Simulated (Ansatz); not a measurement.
The figure comes from a scan of HfO2 (tetragonal-ZrO2 type, space group P4_2/nmc): a phonon pattern at M = (0.5, 0.5, 0.0) is frozen into a 12-atom cell, Q being the largest atomic displacement. The numbers are results of PBE (plane waves to 420 eV, PAW, scalar-relativistic; Ansatz, an electronic-structure program), not measurements. k mesh 9×9×6 (Γ-centred), Fermi-Dirac smearing 0.05 eV. E stands for the smeared free energy. HfO2 is run without spin polarisation. HfO2 was relaxed with its symmetry unable to fall. Spin-orbit coupling is left out, though Hf is heavy. This is a high-temperature form of HfO2. ΔE is measured from the undisplaced structure.

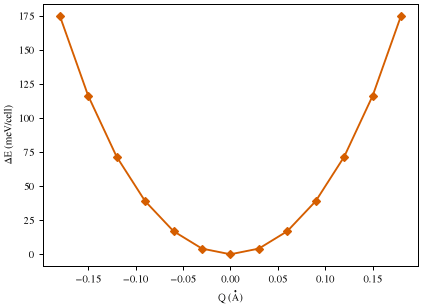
ΔE (meV/cell) against Q (Å); computed points joined by lines.

Read the plotted values off the figure, to the accuracy that the plot allows.

To the nearest 5:

| Q (Å) | ΔE (meV/cell) |
|---|---|
| -0.180 | 175 |
| -0.150 | 115 |
| -0.120 | 70 |
| -0.090 | 40 |
| -0.060 | 15 |
| -0.030 | 5 |
| 0.000 | 0 |
| 0.030 | 5 |
| 0.060 | 15 |
| 0.090 | 40 |
| 0.120 | 70 |
| 0.150 | 115 |
| 0.180 | 175 |

(A displaced cell: forces are minus the slopes of the energy, force constants its curvatures, and phonons follow from these.)
